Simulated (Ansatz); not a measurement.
# Calculations on AlH₂Cl₃

**1. Relaxation**

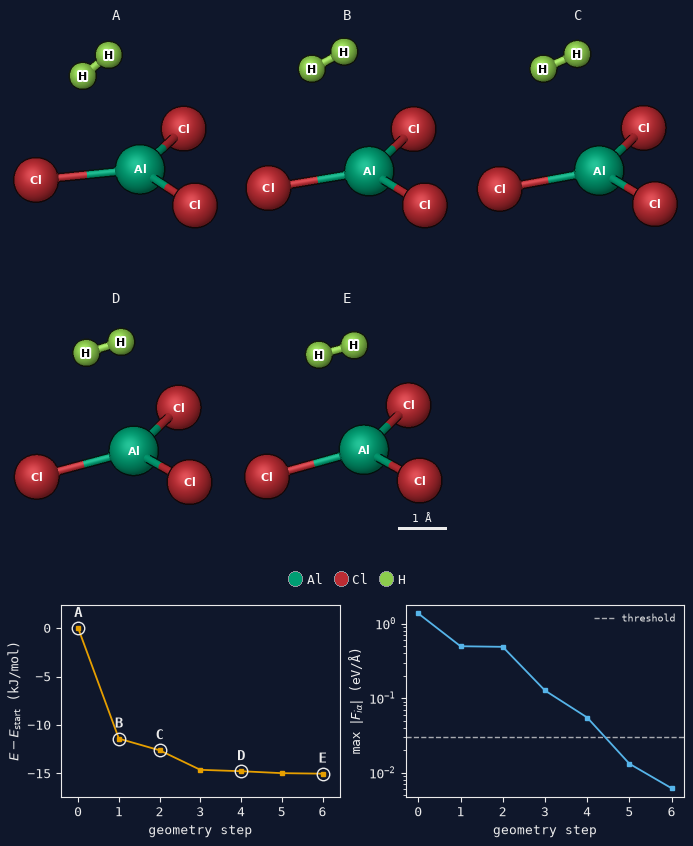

Frames of a relaxation of AlH$_{2}$Cl$_{3}$, marked on the history of the run. Style: ball-and-stick. Shown from a free direction.

The run prepares an end point of a later path (reaction) calculation, from a guessed geometry.

These are results of RKS B3LYP/cc-pVDZ in Ansatz, not measurements. Settings: no spin polarisation; force threshold 0.03 eV/Å; at most 50 steps.

Question: Describe the path.

Answer: The atom that moves furthest after the best rigid fit is an H atom (0.35 Å). By element the largest moves are H 0.35 Å, Cl 0.32 Å, Al 0.16 Å. Among the contacts that change: Al–Cl 2.194 → 2.114 Å, H–H 0.721 → 0.766 Å, Al–Cl 2.106 → 2.112 Å. After 6 geometry steps the energy has fallen by 15.0 kJ/mol. Largest force component: 1.4 eV/Å at the start, 0.0062 eV/Å at the end. Cost: 13 s on 2 threads of Intel(R) Xeon(R) CPU @ 2.60GHz (Ice Lake), with other jobs on the host, peak memory 0.2 GiB. From step 0 to 1: a Cl atom moves most (0.19 Å), energy −11.4 kJ/mol. From step 1 to 2: an H atom moves most (0.07 Å), energy −1.21 kJ/mol. From step 2 to 4: an H atom moves most (0.17 Å), energy −2.16 kJ/mol. From step 4 to 6: an H atom moves most (0.09 Å), energy −0.25 kJ/mol.

Limits of the set-up: the start holds two separate molecules, 2.5 Å apart at their closest, whose relative position is a soft coordinate and is computed without a dispersion correction.

**2. Relaxation**

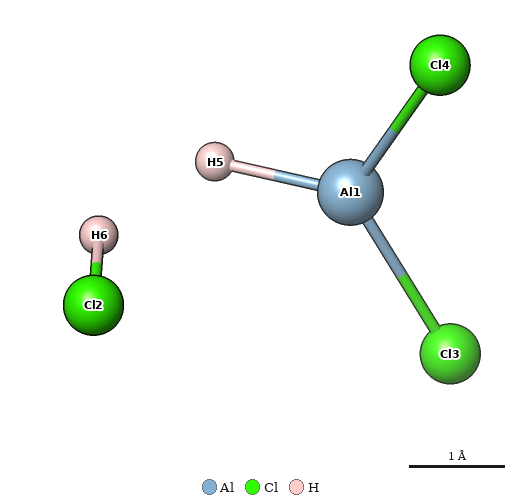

This is the input geometry for a relaxation of AlH2Cl3. Style: ball-and-stick. Shown at a tilt.

The run prepares an end point of a later path (reaction) calculation, from a guessed geometry.

Level of theory: RKS B3LYP/cc-pVDZ (Ansatz 0.2.0).

Input file:
```yaml
crystal:
  periodic: [false, false, false]
  atoms:
    - { symbol: Al, position_ang: [0.029518, -0.560685, -0.52281] }
    - { symbol: Cl, position_ang: [0.01069, -0.136782, 2.878745] }
    - { symbol: Cl, position_ang: [1.843237, 0.285053, -1.218207] }
    - { symbol: Cl, position_ang: [-1.820592, 0.247456, -1.164274] }
    - { symbol: H, position_ang: [0.055696, -1.842129, 0.375804] }
    - { symbol: H, position_ang: [0.025351, -1.258513, 2.145742] }
basis:
  gaussian: { orbitals: cc-pVDZ }
hamiltonian:
  xc: b3lyp
relax:
  f_tol: 0.03
  max_steps: 50
```

Run as
```bash
ansatz run input.yaml --threads 2 --pin off --max-ram 3072MiB --backend cpu --events-out ev --progress --plain --runs-dir out
```

Q: Where does the relaxation end?

A: Over 7 accepted moves (8 points after the start) the energy falls by 0.188 eV. The largest force component goes from 0.78 to 0.0064 eV/Å. The line search rejected the trial step at point 6 of the run. Cl2 moves most after the best rigid fit: 0.65 Å. Largest moves by element: Cl 0.65 Å, H 0.55 Å, Al 0.12 Å. Near-neighbour distances that change, for instance: Al1–Cl2 3.428 → 2.752 Å, Cl2–H6 1.340 → 1.301 Å, Al1–Cl3 2.119 → 2.136 Å, Al1–H5 1.565 → 1.571 Å. Bond angles that change, for instance: Cl3–Al1–Cl4 119.7° → 117.1°.

Final geometry:

```xyz
6

Al    0.0243   -0.6289   -0.4239
Cl    0.0281    0.0304    2.2481
Cl    1.8306    0.3732   -0.9681
Cl   -1.8139    0.3213   -0.9544
H     0.0466   -2.1603   -0.0749
H     0.0283   -1.2013    2.6682
```

After the run, drawn alike:

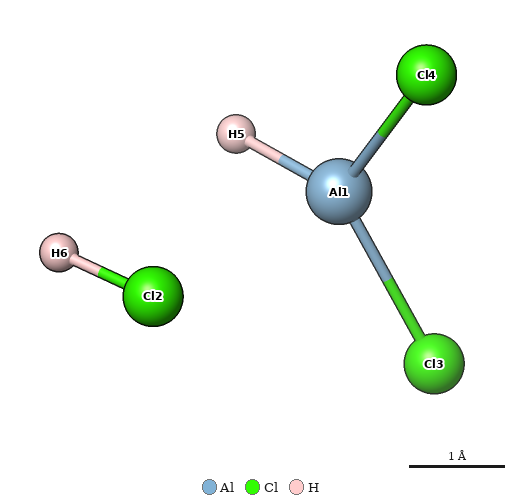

**3. Path**

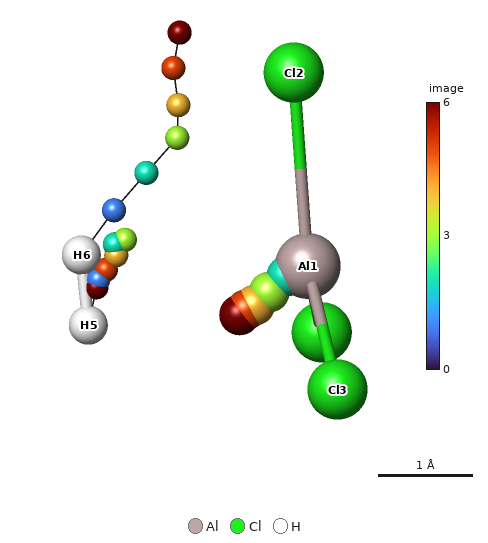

A search for the minimum-energy path of AlH₂Cl₃, made up at the start of AlCl3 and H2 by the nudged elastic band. Images are numbered from 0 (start) to 6 (end). The start is drawn whole; smaller spheres mark the moving atoms (Al, H) in the later images, joined by lines and coloured by the number of the image. A ball-and-stick model, seen face on.

Method: Ansatz 0.2.0, RKS B3LYP/cc-pVDZ.

Input
```yaml
crystal:
  periodic: [false, false, false]
  atoms:
    - { symbol: Al, position_ang: [0.00662, 0.175576, 0.208826] }
    - { symbol: Cl, position_ang: [-0.002968, 0.819657, 2.222693] }
    - { symbol: Cl, position_ang: [1.832286, 0.051553, -0.846576] }
    - { symbol: Cl, position_ang: [-1.817333, -0.033415, -0.83594] }
    - { symbol: H, position_ang: [0.075441, -2.24646, 0.505661] }
    - { symbol: H, position_ang: [0.049853, -2.032511, 1.240335] }
basis:
  gaussian: { orbitals: cc-pVDZ }
hamiltonian:
  xc: b3lyp
neb:
  order_check: false
  images: 5
  f_tol: 0.05
  max_iterations: 60
  final_atoms:
    - { symbol: Al, position_ang: [0.02739226, -0.61264319, -0.42537102] }
    - { symbol: Cl, position_ang: [0.0163688, -0.00512571, 2.25888912] }
    - { symbol: Cl, position_ang: [1.82213439, 0.42249675, -0.94536039] }
    - { symbol: Cl, position_ang: [-1.82139542, 0.32434677, -0.94235793] }
    - { symbol: H, position_ang: [0.06823597, -2.15012761, -0.10593054] }
    - { symbol: H, position_ang: [0.03116301, -1.244547, 2.65512975] }
  initial_path:
    images:
      - { positions_ang: [[0.00662, 0.175576, 0.208826], [-0.002968, 0.819657, 2.222693], [1.832286, 0.051553, -0.846576], [-1.817333, -0.033415, -0.83594], [0.075441, -2.24646, 0.505661], [0.049853, -2.032511, 1.240335]] }
      - { positions_ang: [[0.00356263, 0.11335509, 0.13455949], [-0.00325851, 0.56502674, 2.33684862], [1.86458374, 0.0243138, -0.94034714], [-1.85594555, -0.03887421, -0.93372954], [0.0782259, -2.0837332, 0.5431257], [0.05673079, -1.84568822, 1.35454187]] }
      - { positions_ang: [[0.00050526, 0.05113418, 0.06029298], [-0.00354903, 0.31039649, 2.45100423], [1.89688148, -0.00292539, -1.03411827], [-1.8945581, -0.04433342, -1.03151908], [0.08101081, -1.92100641, 0.58059041], [0.06360859, -1.65886544, 1.46874874]] }
      - { positions_ang: [[-0.00255211, -0.01108673, -0.01397354], [-0.00383954, 0.05576623, 2.56515985], [1.92917921, -0.03016459, -1.12788941], [-1.93317065, -0.04979263, -1.12930862], [0.08379571, -1.75827961, 0.61805511], [0.07048638, -1.47204266, 1.5829556]] }
      - { positions_ang: [[0.00742935, -0.21160555, -0.15110603], [0.00289657, 0.03546891, 2.46306961], [1.89349761, 0.12072252, -1.0670464], [-1.89591224, 0.0749205, -1.06699172], [0.07860913, -1.88889561, 0.37672656], [0.05737859, -1.39621078, 1.94034698]] }
      - { positions_ang: [[0.0174108, -0.41212437, -0.28823852], [0.00963268, 0.0151716, 2.36097937], [1.857816, 0.27160963, -1.00620339], [-1.85865383, 0.19963364, -1.00467483], [0.07342255, -2.01951161, 0.13539801], [0.0442708, -1.32037889, 2.29773837]] }
      - { positions_ang: [[0.02739226, -0.61264319, -0.42537102], [0.0163688, -0.00512571, 2.25888912], [1.82213439, 0.42249675, -0.94536039], [-1.82139542, 0.32434677, -0.94235793], [0.06823597, -2.15012761, -0.10593054], [0.03116301, -1.244547, 2.65512975]] }
```

Launched with:
```bash
ansatz run input.yaml --threads 2 --pin off --max-ram 3072MiB --backend cpu --events-out ev --progress --plain --runs-dir out
```

What moves, how far, and at what cost in energy?

Breaking: H–H (0.77 → 2.91 Å). Forming: Al–H (2.44 → 1.57 Å), Cl–H (3.02 → 1.30 Å). The highest point, image 3, lies 1.35 eV above the start and 0.32 eV above the end; the end is at +1.03 eV relative to the start. The band converged in 8 iterations, with a climbing image at the top.

Limits of the set-up: the start holds two separate molecules, 2.4 Å apart at their closest, whose relative position is a soft coordinate and is computed without a dispersion correction.

The run took 72 s on 2 threads of Intel(R) Xeon(R) CPU @ 2.60GHz (Ice Lake), on a shared host, peak memory 0.21 GiB.
